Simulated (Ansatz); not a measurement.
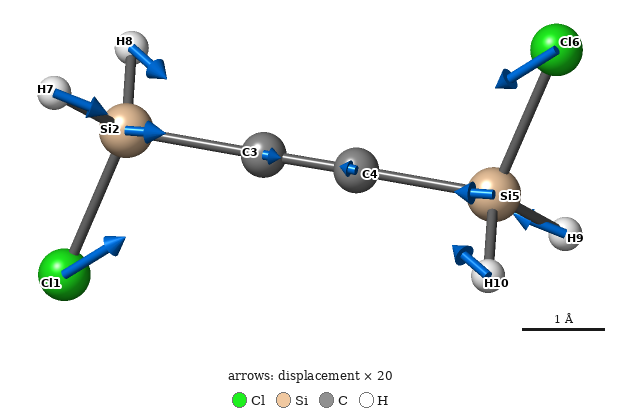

This is a relaxation of C₂H₄Cl₂Si₂. The starting structure is drawn; blue arrows show the displacements, magnified 20 times. The two geometries are superimposed by the best rigid fit.

The picture is a ball-and-stick view, seen at a tilt.

The start comes from PBE-D4/def2-SVP.

The calculation used Ansatz 0.2.0, RKS PBE0-D4/def2-TZVP. (force threshold 0.005 eV/Å; at most 150 steps)

Which element moves most?

Chlorine: up to 0.050 Å, against 0.036 Å for hydrogen.

What happened in the run?

The largest moves after the best rigid fit, 0.050 Å, are those of Cl1 and Cl6. Largest moves by element: Cl 0.050 Å, H 0.036 Å, Si 0.027 Å, C 0.012 Å. Among the contacts that change: Cl1–Si2 2.078 → 2.047 Å, C3–C4 1.237 → 1.214 Å, Si2–H7 1.497 → 1.478 Å, C4–Si5 1.836 → 1.821 Å. Over 4 geometry steps the energy falls by 1.48 kcal/mol. Largest force component: 1.3 eV/Å at the start, 0.00028 eV/Å at the end.
